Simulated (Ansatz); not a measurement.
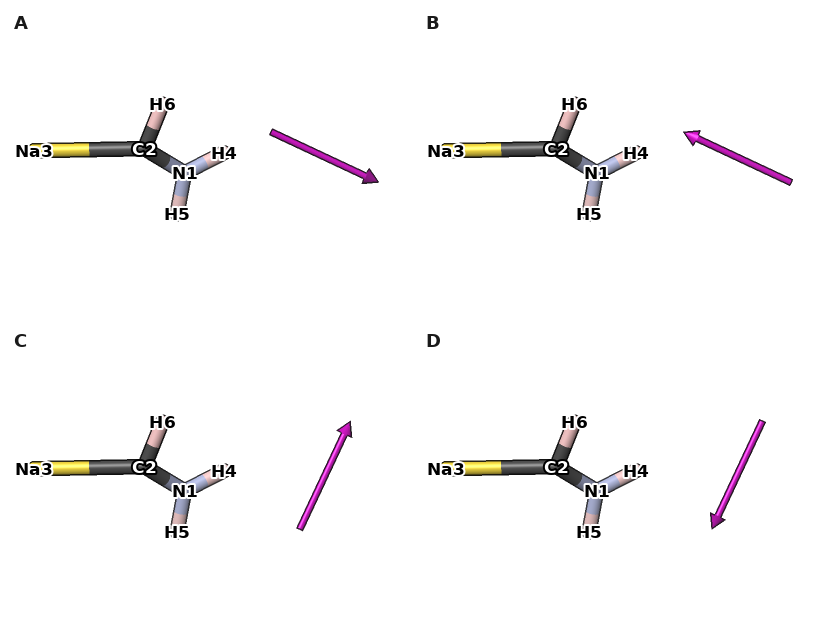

The same molecule four times, each with an arrow. The species is neutral and a spin doublet. The computed structure is the end point of a PBE0-D4/def2-TZVP optimisation. No frequency run is at hand to confirm it as a minimum. Properties computed with UKS PBE0-D4/def2-TZVP (Ansatz 0.2.0).

> Which arrow points along the dipole moment, from the negative to the positive end?

A. The dipole moment is 2.86 D; it points from the side of Na3 to the side of H4 (the outermost atoms at the two ends).
